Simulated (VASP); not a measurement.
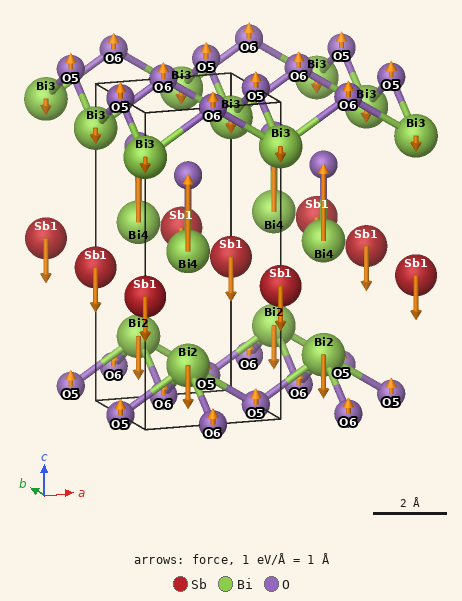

Starting geometry of crystalline Bi₃SbO₃ (a generated structure, set up in P4mm) with the computed forces as orange arrows. The picture is a ball-and-stick view of the cell of the calculation, repeated 2 × 2 × 1 with one cell outlined, seen slightly off an axis.

The run lets cell and atoms move.

Level of theory: VASP, Kohn-Sham DFT of a periodic cell, PBE, VASP PAW PBE potentials, recommended.

Input
```
ALGO = Fast
EDIFF = 1E-4
EDIFFG = -0.08
ENCUT = 520
GGA = PE
IBRION = 2
ISIF = 3
ISMEAR = 0
LASPH = True
LCHARG = False
LREAL = False
LWAVE = False
NELM = 60
NSW = 24
PREC = Normal
SIGMA = 0.15
```

Command:
```bash
cat potpaw_PBE.64/Sb/POTCAR potpaw_PBE.64/Bi_d/POTCAR potpaw_PBE.64/O/POTCAR > POTCAR
mpirun -np 1 vasp_std > vasp.out
```

Is this structure relaxed? If not, where do the atoms go?

Answer. It isn't relaxed: the largest force vector, on a Bi atom, is 2.21 eV/Å. The final displacements follow the starting forces only in part (cosine between the two patterns 0.78). The atom that moves furthest relative to the cell is the Sb atom (0.45 Å along −c). Largest moves by element: Sb 0.45 Å, Bi 0.34 Å, O 0.23 Å. The drawn cell changes as follows: a = b 4.000 → 3.930 Å (−1.7 %), c 9.000 → 9.493 Å (+5.5 %); the volume changes by +1.8 %. Some distances before and after: Bi–O 2.364 → 2.310 Å, Bi–O 2.160 → 2.167 Å. Among the angles between lasting bonds that change: O–Bi–O 115.6° → 112.6°, Bi–O–Bi 115.6° → 112.6°. The space group stays P4mm (No. 99). Over 22 geometry steps the energy falls by 125 meV per atom. Largest force component: 2.2 eV/Å at the start, 0.061 eV/Å at the end. The pressure goes from 2.71 to −0.08 GPa.

Limits of the set-up: layers or molecules are held without a dispersion correction, so their spacing is unreliable.
